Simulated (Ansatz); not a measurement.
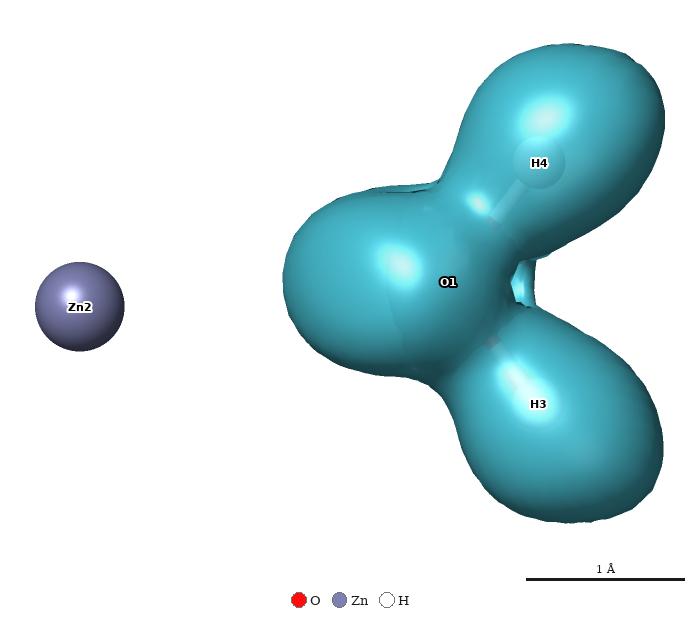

The picture shows: H2OZn. Isosurface of the electron localisation function at 0.75 (cyan), seen at an oblique angle. Core shells and regions of very low density are left out.

At this geometry the atoms fall into two loosely joined parts.

These are results of Ansatz 0.2.0, RKS CAM-B3LYP/def2-TZVP, not measurements.

Describe the localisation domains.

The ELF exceeds this value in one joined region spread over several atoms (H, O), in which their bonds and any lone pairs are merged. Along the contacts the grid gives the following. Zn2···O1 (3.22 Å): the ELF dips to about 0.05 between them. O–H (0.96 Å): the ELF climbs to about 1 towards the hydrogen, as it does in any bond to H; an ordinary covalent bond to hydrogen.
